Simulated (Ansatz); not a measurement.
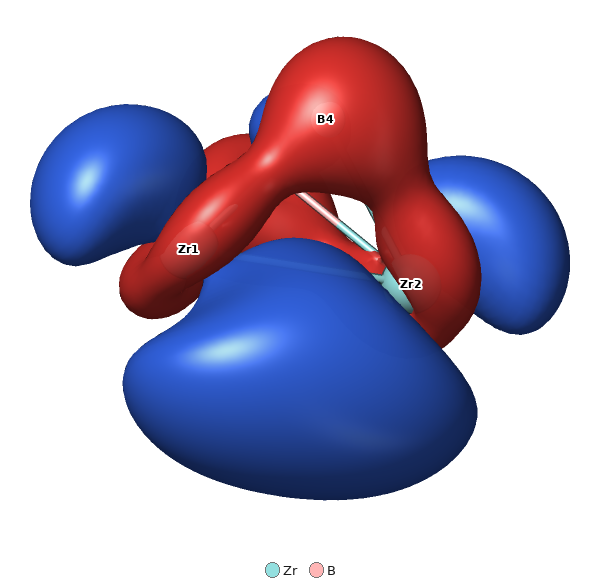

The picture shows: B₂Zr₂ (triplet). One frontier orbital at ±0.08 Å⁻³ᐟ² (red and blue are the two phases), seen at a tilt.

Geometry: PBE0-D4/def2-TZVP; ⟨S²⟩ = 2.29, above the pure value of 2.00; core potentials replace the inner electrons of Zr.

Theory: UKS PBE0-D4/def2-TZVP (Ansatz).

### Which orbital is it: HOMO (β) or LUMO (β)?

The HOMO (β), at −4.15 eV. Its weight (Hirshfeld) is mainly on Zr1 (about 45 %), Zr2 (about 45 %), B3 (about 5 %) and B4 (about 5 %).
